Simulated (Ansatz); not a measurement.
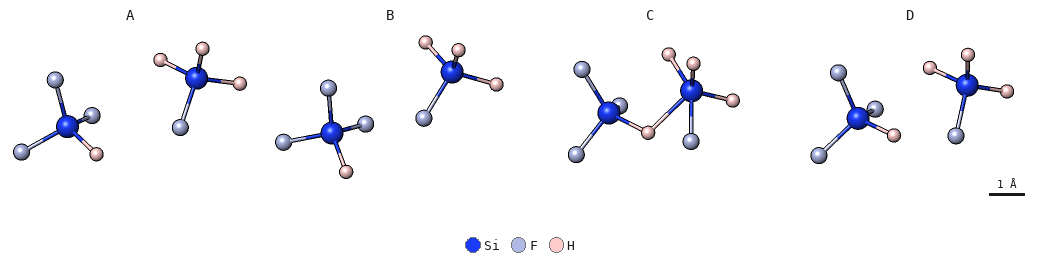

4 geometries from one relaxation of Si2H4F4 (started from a transition state, displaced along its imaginary mode), in shuffled order. Style: ball-and-stick. Shown at a tilt.

All numbers below come from Ansatz, RKS PBE0-D4/def2-TZVP. Set-up: force threshold 0.005 eV/Å; at most 200 steps.

Order the frames from highest to lowest energy.

Answer. C, D, A, B. They are steps 0, 4, 11, 18, at +2.173 eV, +0.360 eV, +0.068 eV relative to the last. The atom that moves furthest after the best rigid fit is an H atom (1.69 Å). Largest moves by element: H 1.69 Å, F 1.25 Å, Si 0.82 Å. Some distances before and after: H–Si 1.777 → 4.283 Å, Si–Si 2.703 → 4.081 Å, H–Si 1.568 → 1.458 Å, H–Si 1.578 → 1.479 Å. Bonds break, among them: H–Si (1.78 → 4.28 Å). Among the angles between lasting bonds that change: F–Si–H 150.9° → 108.2°, F–Si–H 96.4° → 109.9°, F–Si–H 95.2° → 107.7°. Over 18 geometry steps the energy falls by 2.173 eV. Largest force component: 1.9 eV/Å at the start, 0.0014 eV/Å at the end.
